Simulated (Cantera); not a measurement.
Input: 1 mol Cu, a varied amount of F2, 0.91 mol H2, equilibrated at 975 °C and 57.0 Pa.

Equilibrium computed with Cantera from the NASA thermochemical tables; the gas is ideal and each condensed phase is pure. Candidate condensed phases: Cu, CuF2; 15 gas species. Equilibrium is a limit: real reactors are often held back by kinetics, nucleation or transport.

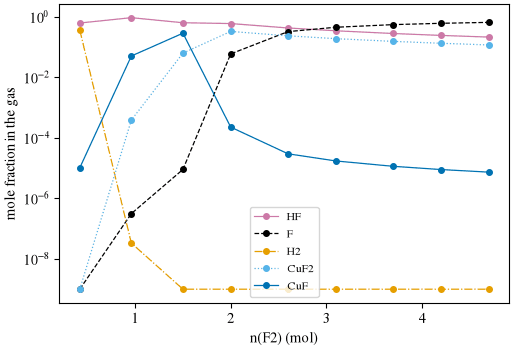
*Equilibrium gas composition (values under 1e-9 drawn at 1e-9)*

**Question.** Read off the mole fractions at 1.5 mol F2.

**Answer.** HF about 0.65, CuF about 0.29, CuF2 about 0.064, F about 9.1e-6.
